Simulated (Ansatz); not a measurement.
**C₂H₇FOSi: small, medium and large basis sets**

Aim: see how fast density functionals converge with the basis set for C₂H₇FOSi.

The runs use Ansatz 0.2.0, Gaussian basis; one geometry, several basis sets.

Levels to be run: PBE0-D4/def2-SVP; ωB97M-V/def2-SVP; PBE0-D4/def2-QZVPP; ωB97M-V/def2-QZVPP; the functionals' def2-TZVPP values are taken from earlier runs.

### 1 The geometry

An earlier PBE0-D4 in a triple-zeta def2 set relaxation fixed the geometry.

12 atoms, charge 0, spin multiplicity 1.

Atoms are counted from 1 here; the program's logs count them from 0.

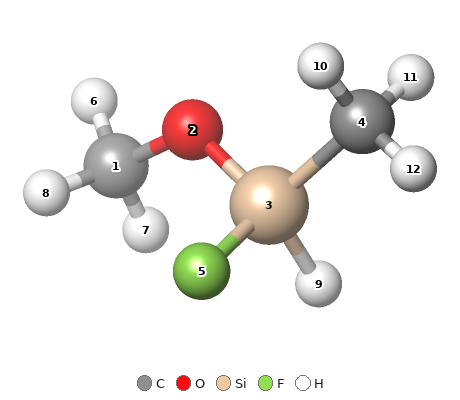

The geometry (carbon grey, oxygen red, silicon light orange, fluorine green, hydrogen white); atoms are numbered from 1 in the order of the file.

Coordinates:

```
C     0.5691    2.0044   -0.4529
O    -0.0973    0.9167    0.1491
Si    0.1378   -0.6460   -0.2436
C    -0.8446   -1.6851    0.9185
F    -0.3625   -0.9081   -1.7432
H     0.4585    2.8758    0.1945
H     1.6384    1.8011   -0.5829
H     0.1351    2.2355   -1.4301
H     1.5924   -0.9478   -0.2590
H    -1.9022   -1.4152    0.8722
H    -0.4994   -1.5430    1.9451
H    -0.7482   -2.7436    0.6661
```

### 2 PBE0-D4 in def2-SVP

in.yaml

```yaml
crystal:
  periodic: [false, false, false]
  atoms:
    - {symbol: C, position_ang: [0.569125, 2.004372, -0.452853]}
    - {symbol: O, position_ang: [-0.097302, 0.916735, 0.149116]}
    - {symbol: Si, position_ang: [0.137767, -0.645966, -0.243578]}
    - {symbol: C, position_ang: [-0.844631, -1.685111, 0.918525]}
    - {symbol: F, position_ang: [-0.362548, -0.908063, -1.743172]}
    - {symbol: H, position_ang: [0.458484, 2.875774, 0.194545]}
    - {symbol: H, position_ang: [1.638450, 1.801094, -0.582908]}
    - {symbol: H, position_ang: [0.135101, 2.235465, -1.430134]}
    - {symbol: H, position_ang: [1.592448, -0.947766, -0.259026]}
    - {symbol: H, position_ang: [-1.902223, -1.415156, 0.872228]}
    - {symbol: H, position_ang: [-0.499424, -1.543006, 1.945110]}
    - {symbol: H, position_ang: [-0.748247, -2.743572, 0.666149]}
basis:
  gaussian: {orbitals: def2-SVP}
hamiltonian: {xc: pbe0, dispersion: d4}
output: {orbitals: {seedname: orbitals}}
```

Launch:

```bash
> ansatz run in.yaml --threads 4 --pin off --events-out ev --progress --plain --max-ram 10444MiB
```

Standard output:

```text
Functional definition: PBE0
  name "PBE0"
  cite "Adamo & Barone, J. Chem. Phys. 110, 6158 (1999) doi:10.1063/1.478522"
  cite "Perdew, Burke & Ernzerhof, Phys. Rev. Lett. 77, 3865 (1996) doi:10.1103/PhysRevLett.77.3865"
  parent pbe
  parameter a = 0.25
  parameter kappa = 0.804
  parameter beta = 0.06672455060314922
  exchange = (1 - a)*pbe_x(kappa = kappa, mu = beta*pi^2/3) + a*exact_x
  correlation = pbe_c(beta = beta)
1209 factors; their error is unknown
mean field evaluation 1: about -14806.6010 eV, gradient 6.0e1 eV
mean field evaluation 2: about -14803.1543 eV, gradient 7.3e1 eV
mean field evaluation 4: about -14813.9091 eV, gradient 2.4e0 eV
mean field evaluation 8: about -14813.9202 eV, gradient 2.0e-2 eV
mean field evaluation 16: about -14813.9708 eV, gradient 1.2e-5 eV
mean field -14813.97079914 eV, -544.4033855982 hartree, gradient 1.2e-5 eV, S^2 0.000000; 0 other end points of the search recorded, 0 dependent functions left out
reference -14813.97082720 eV, -544.4033866297 hartree; 25, 25 occupied and 84, 84 virtual orbitals, 1209 factors
Total energy: -14814.15222768 eV, -544.4100529741 hartree
```

It took 1.1 s on 4 threads of Arm Neoverse V1, shared host.

### 3 ωB97M-V in def2-SVP

in.yaml: that of step 2 with these lines changed.

```diff
@@ -17,3 +17,3 @@
   gaussian: {orbitals: def2-SVP}
-hamiltonian: {xc: pbe0, dispersion: d4}
+hamiltonian: {xc: {name: wB97M-V}}
 output: {orbitals: {seedname: orbitals}}
```

The command is unchanged.

Standard output, shortened:

```text
Functional definition: wB97M-V
  name "wB97M-V"
  cite "Mardirossian & Head-Gordon, J. Chem. Phys. 144, 214110 (2016) doi:10.1063/1.4952647"
  cite "Becke, J. Chem. Phys. 107, 8554 (1997) doi:10.1063/1.475007"
  cite "Vydrov & Van Voorhis, J. Chem. Phys. 133, 244103 (2010) doi:10.1063/1.3521275"
  # Of w^i u^j: cxij and so on, Table III.
[...]
  gx(w, u) = 1 - cx + cx01*u + cx10*w
  gss(w, u) = css00 + css04*u^4 + css10*w + css20*w^2 + css43*w^4*u^3
  gos(w, u) = cos00 + cos10*w + (cos20 + cos21*u)*w^2 + (cos60 + cos61*u)*w^6
[...]
      + integral(e_c_pw_mod_opposite_spin*gos(b97_w_opposite, b97_u_opposite)) + vv10(b, c)
1209 factors; their error is unknown
315 factors; integrals over basis functions are off by at most 8.2e-6 eV
[...]
mean field -14821.40622793 eV, -544.6766325666 hartree, gradient 4.7e-5 eV, S^2 0.000000; 0 other end points of the search recorded, 0 dependent functions left out
reference -14821.40627065 eV, -544.6766341363 hartree; 25, 25 occupied and 84, 84 virtual orbitals, 1209 factors
Total energy: -14821.40627065 eV, -544.6766341363 hartree
```

Run time: 4.2 s. Hardware: 4 threads of Arm Neoverse V1, shared host.

### 4 PBE0-D4 in def2-QZVPP

in.yaml: that of step 3 with these lines changed.

```diff
@@ -16,4 +16,4 @@
 basis:
-  gaussian: {orbitals: def2-SVP}
-hamiltonian: {xc: {name: wB97M-V}}
+  gaussian: {orbitals: "def2-QZVPP.json"}
+hamiltonian: {xc: pbe0, dispersion: d4}
 output: {orbitals: {seedname: orbitals}}
```

The command is unchanged.

Standard output:

```text
Functional definition: PBE0
  name "PBE0"
  cite "Adamo & Barone, J. Chem. Phys. 110, 6158 (1999) doi:10.1063/1.478522"
  cite "Perdew, Burke & Ernzerhof, Phys. Rev. Lett. 77, 3865 (1996) doi:10.1103/PhysRevLett.77.3865"
  parent pbe
  parameter a = 0.25
  parameter kappa = 0.804
  parameter beta = 0.06672455060314922
  exchange = (1 - a)*pbe_x(kappa = kappa, mu = beta*pi^2/3) + a*exact_x
  correlation = pbe_c(beta = beta)
1534 factors; their error is unknown
mean field evaluation 1: about -14815.7725 eV, gradient 7.4e1 eV
mean field evaluation 2: about -14809.3868 eV, gradient 9.3e1 eV
mean field evaluation 4: about -14826.0430 eV, gradient 4.1e0 eV
mean field evaluation 8: about -14826.0783 eV, gradient 3.2e-1 eV
mean field evaluation 16: about -14826.0784 eV, gradient 3.0e-5 eV
mean field -14826.07840068 eV, -544.8483317481 hartree, gradient 3.0e-5 eV, S^2 0.000000; 0 other end points of the search recorded, 0 dependent functions left out
reference -14826.07844252 eV, -544.8483332857 hartree; 25, 25 occupied and 483, 483 virtual orbitals, 1534 factors
Total energy: -14826.25984299 eV, -544.8549996302 hartree
```

It took 9 s on 4 threads of Arm Neoverse V1, shared host; peak memory 1.8 GiB.

### 5 ωB97M-V in def2-QZVPP

in.yaml: that of step 4 with these lines changed.

```diff
@@ -17,3 +17,3 @@
   gaussian: {orbitals: "def2-QZVPP.json"}
-hamiltonian: {xc: pbe0, dispersion: d4}
+hamiltonian: {xc: {name: wB97M-V}}
 output: {orbitals: {seedname: orbitals}}
```

Launched as before.

Standard output, shortened:

```text
Functional definition: wB97M-V
  name "wB97M-V"
  cite "Mardirossian & Head-Gordon, J. Chem. Phys. 144, 214110 (2016) doi:10.1063/1.4952647"
  cite "Becke, J. Chem. Phys. 107, 8554 (1997) doi:10.1063/1.475007"
  cite "Vydrov & Van Voorhis, J. Chem. Phys. 133, 244103 (2010) doi:10.1063/1.3521275"
  # Of w^i u^j: cxij and so on, Table III.
[...]
  gx(w, u) = 1 - cx + cx01*u + cx10*w
  gss(w, u) = css00 + css04*u^4 + css10*w + css20*w^2 + css43*w^4*u^3
  gos(w, u) = cos00 + cos10*w + (cos20 + cos21*u)*w^2 + (cos60 + cos61*u)*w^6
[...]
      + integral(e_c_pw_mod_opposite_spin*gos(b97_w_opposite, b97_u_opposite)) + vv10(b, c)
1514 factors; their error is unknown
392 factors; integrals over basis functions are off by at most 6.0e-6 eV
[...]
mean field -14833.76390451 eV, -545.1307688045 hartree, gradient 1.7e-5 eV, S^2 0.000000; 0 other end points of the search recorded, 0 dependent functions left out
reference -14833.76397113 eV, -545.1307712527 hartree; 25, 25 occupied and 483, 483 virtual orbitals, 1514 factors
Total energy: -14833.76397113 eV, -545.1307712527 hartree
```

Wall time 21 s (4 threads of Arm Neoverse V1, shared host); peak memory 2.1 GiB.

### 6 Density functionals: the series

The def2-TZVPP values come from earlier runs at the same geometry.

```
functional       basis  functions  energy (eV)  from the largest (eV)  HOMO (eV)  LUMO (eV)
   PBE0-D4    def2-SVP        109  -14814.1522                 12.108      -8.40       1.89
   PBE0-D4  def2-TZVPP        264  -14825.5744                  0.685      -8.52       1.20
   PBE0-D4  def2-QZVPP        508  -14826.2598                  0.000      -8.55       0.81
   ωB97M-V    def2-SVP        109  -14821.4063                 12.358     -10.76       3.63
   ωB97M-V  def2-TZVPP        264  -14833.1167                  0.647     -10.90       2.66
   ωB97M-V  def2-QZVPP        508  -14833.7640                  0.000     -10.93       1.89
```

### 7 What came out

```
                                       quantity           value
PBE0-D4: double and triple zeta above quadruple  12.11, 0.69 eV
ωB97M-V: double and triple zeta above quadruple  12.36, 0.65 eV
```

**Reading.** For PBE0-D4 the step from double to triple zeta gains 11.42 eV and the next only 0.69 eV. These are total energies; as a rule much of such shifts cancels in differences, which this series doesn't test. The LUMO of ωB97M-V is positive and keeps falling with the basis (3.63 to 1.89 eV): an unbound level that the basis holds in place.

For PBE0-D4 the largest set took about 9 times as long as the smallest (9 s against 1.1 s).
